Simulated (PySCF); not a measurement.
Consider C₆H₇BCl₂S.

Input file:

```
{"job": {"kind": "nmr", "xc": "PBE0", "basis": "pcSseg-1"}, "charge": 0, "multiplicity": 1}
C     -2.418986    -0.198106     0.761765
C     -1.000509    -0.616062     0.597661
S     -0.394834    -1.833519     1.505115
C     -0.145351     0.062587    -0.395511
B     -0.355624     1.517559    -0.897237
Cl     0.691852     2.097613    -2.155558
Cl    -1.474107     2.646901    -0.235894
C      0.624534    -0.907717    -1.333136
C      1.344214    -0.430160    -0.387318
C      2.535487    -0.188155     0.410242
H     -2.977142    -0.973967     1.280138
H     -2.467489     0.713566     1.358052
H     -2.879995     0.015214    -0.201150
H      0.405511    -1.522195    -2.166787
H      2.337764    -0.443578     1.450573
H      2.807861     0.866217     0.359383
H      3.359816    -0.794167     0.039750
```

Run with:

```sh
OMP_NUM_THREADS=1 python probes_run.py task.json out
```

Geometry: GFN2-xTB.

Theory: PySCF, PBE0/pcSseg-1, SCF density, gas phase, non-relativistic.

Question: What will maps of the electron density and electron localisation function show?

Answer: C–B (1.55 Å): ρ at the midpoint is about 1.5 e/Å³; the ELF peaks at about 0.95 between the atoms: localised, covalent bonding.
B–Cl (1.72 Å): ρ is about 1.4 e/Å³ halfway; the ELF peaks at about 0.90 between the atoms; a shared but strongly polarised pair.
C–C (1.48 Å): the density is about 1.8 e/Å³ at the midpoint; the ELF peaks at about 0.95 between the atoms (a covalent bond).

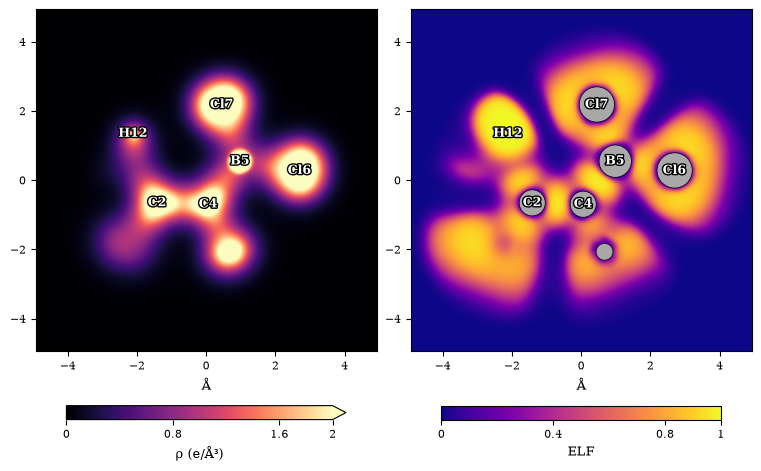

Computed electron density and electron localisation function on the plane of atoms Cl6, B5 and Cl7, in this order. Grey discs cover the atomic cores in the ELF map. 
